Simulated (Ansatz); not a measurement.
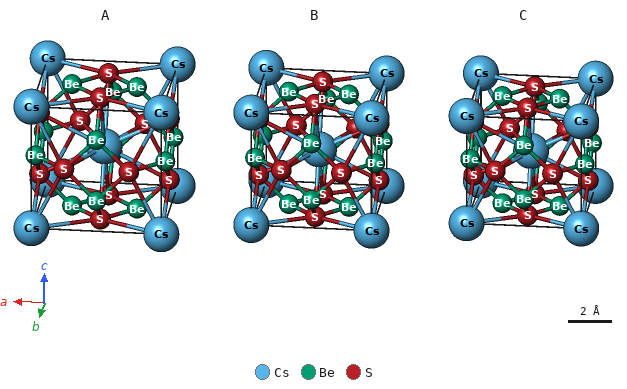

3 geometries from one relaxation of solid CsBe3S3 (a generated structure, set up in Pm-3n) (coarse preliminary run), in shuffled order. Style: ball-and-stick. Shown: the cell of the calculation, from a free direction.

These are results of Ansatz 0.2.0, DFT PBE, scalar-relativistic, plane waves, PAW, not measurements. Set-up: plane-wave cutoff 420 eV; k-point mesh 4 × 4 × 4; occupations gaussian; smearing width 0.1 eV; no spin polarisation; cell and atoms relaxed; force threshold 0.04 eV/Å; at most 70 steps.

**Order the frames from highest to lowest energy.**

C, B, A. They are steps 0, 1, 5, at +673 meV per atom, +237 meV per atom relative to the last. The atoms keep their places relative to the cell (all moves are under 0.005 Å). The volume changes by +45.5 %, with a = b = c 5.485 → 6.216 Å (+13.3 %). Among the contacts that change: Be–Cs 3.066 → 3.475 Å, Cs–S 3.066 → 3.475 Å, S–S 2.743 → 3.108 Å, Be–S 1.939 → 2.198 Å. The space group stays Pm-3n (No. 223). The energy falls by 673 meV per atom in 4 accepted moves (5 points after the start). All forces vanish by symmetry, so only the cell relaxes. Pressure: 54.52 GPa at the start and 0.19 GPa at the end. At 1 point the geometry stayed and the basis and grid were re-selected for the new cell (energy shift of 3.2 meV per atom at most each time).
